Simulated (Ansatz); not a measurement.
**AlAsH₄O (SMILES [AlH2][O][AsH2]): functionals against CCSD(T) at one geometry**

A test off equilibrium: a structure displaced at random from a GFN2-xTB minimum is computed at several levels, and each is set against CCSD(T).

Program: Ansatz 0.2.0, Gaussian basis. Level of theory: single points in def2-TZVPP. These are calculated values, not measurements.

Cores are frozen in the correlated methods. Filled d shells of the heavier atoms are correlated.

## 1. Where the work starts

SMILES `[AlH2][O][AsH2]`, 7 atoms, charge 0, spin multiplicity 1.

Atoms are counted from 1 here; the program's logs count them from 0.

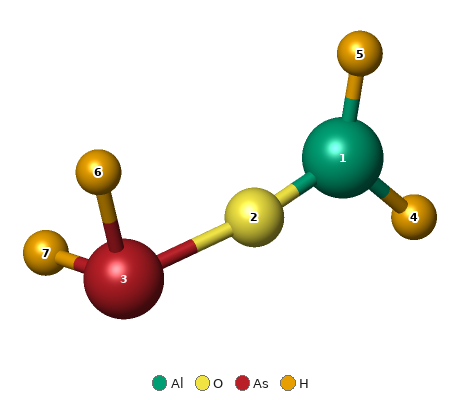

The starting geometry (aluminium teal, oxygen yellow, arsenic red, hydrogen amber); atoms are numbered from 1 in the order of the file.

Geometry (Å):

```
Al   -1.3372    0.5198   -0.6246
O     0.1166    0.1313   -0.4087
As    1.9031   -0.5255    0.1603
H    -2.1063   -0.1883   -1.8644
H    -1.9654    1.4754    0.2517
H     1.9919    0.7153    1.4567
H     1.6509   -1.7085    1.0656
```

## 2. CCSD(T)/def2-TZVPP

The input, run/in.yaml:

```yaml
crystal:
  periodic: [false, false, false]
  atoms:
    - {symbol: Al, position_ang: [-1.337200, 0.519800, -0.624600]}
    - {symbol: O, position_ang: [0.116600, 0.131300, -0.408700]}
    - {symbol: As, position_ang: [1.903100, -0.525500, 0.160300]}
    - {symbol: H, position_ang: [-2.106300, -0.188300, -1.864400]}
    - {symbol: H, position_ang: [-1.965400, 1.475400, 0.251700]}
    - {symbol: H, position_ang: [1.991900, 0.715300, 1.456700]}
    - {symbol: H, position_ang: [1.650900, -1.708500, 1.065600]}
basis:
  gaussian: {orbitals: def2-TZVPP}
correlation: {method: ccsd_t}
output: {forces: true}
```

No record of the launch command was kept for these runs.

## 3. PBE0-D4/def2-TZVPP

run/in.yaml: that of step 2 with these lines changed.

```diff
@@ -12,3 +12,3 @@
   gaussian: {orbitals: def2-TZVPP}
-correlation: {method: ccsd_t}
-output: {forces: true}
+hamiltonian: {xc: pbe0, dispersion: d4}
+output: {forces: true, orbitals: {seedname: orbitals}}
```

## 4. wB97M-V/def2-TZVPP

run/in.yaml: that of step 3 with these lines changed.

```diff
@@ -12,3 +12,3 @@
   gaussian: {orbitals: def2-TZVPP}
-hamiltonian: {xc: pbe0, dispersion: d4}
-output: {forces: true, orbitals: {seedname: orbitals}}
+hamiltonian: {xc: {name: wB97M-V}}
+output: {forces: true}
```

## 5. r2SCAN-D4/def2-TZVPP

run/in.yaml: that of step 4 with these lines changed.

```diff
@@ -12,3 +12,3 @@
   gaussian: {orbitals: def2-TZVPP}
-hamiltonian: {xc: {name: wB97M-V}}
+hamiltonian: {xc: r2scan, dispersion: d4}
 output: {forces: true}
```

## 6. PBE-D4/def2-TZVPP

run/in.yaml: that of step 5 with these lines changed.

```diff
@@ -12,3 +12,3 @@
   gaussian: {orbitals: def2-TZVPP}
-hamiltonian: {xc: r2scan, dispersion: d4}
+hamiltonian: {xc: pbe, dispersion: d4}
 output: {forces: true}
```

## 7. wB97X-V/def2-TZVPP

run/in.yaml: that of step 6 with these lines changed.

```diff
@@ -12,3 +12,3 @@
   gaussian: {orbitals: def2-TZVPP}
-hamiltonian: {xc: pbe, dispersion: d4}
+hamiltonian: {xc: {name: wB97X-V}}
 output: {forces: true}
```

## 8. revPBE-D4/def2-TZVPP

run/in.yaml: that of step 7 with these lines changed.

```diff
@@ -12,3 +12,3 @@
   gaussian: {orbitals: def2-TZVPP}
-hamiltonian: {xc: {name: wB97X-V}}
+hamiltonian: {xc: {name: revPBE}, dispersion: d4}
 output: {forces: true}
```

(Steps that only read results are left out.)

**Question.** What will these runs give? Wanted: energy less free atoms, CCSD(T)/def2-TZVPP; RMS force component; RMS force error; HOMO and LUMO, PBE0-D4; T1 diagnostic.

**Answer**, as computed:

| quantity | value |
| --- | --- |
| energy less free atoms, CCSD(T)/def2-TZVPP | -1727.8 kJ/mol |
| RMS force component | 2.841 to 2.955 eV/Å over the methods |
| RMS force error | PBE0-D4 0.121, wB97M-V 0.075, r2SCAN-D4 0.125, PBE-D4 0.222, wB97X-V 0.078, revPBE-D4 0.234 eV/Å |
| HOMO and LUMO, PBE0-D4 | -7.47 and -1.74 eV |
| T1 diagnostic | 0.014 |

Against CCSD(T) the functionals' energies less atoms differ by -77.8 to -8.6 kJ/mol, PBE-D4 by -62.5 kJ/mol. A larger basis would deepen the CCSD(T) value, while the functionals are nearly converged already, so the order here is not reliable. The forces of wB97M-V come nearest to CCSD(T), those of revPBE-D4 are farthest. Frozen-core CCSD(T) forces in triple zeta carry basis errors of their own, and this is one geometry, so small gaps rank nothing.
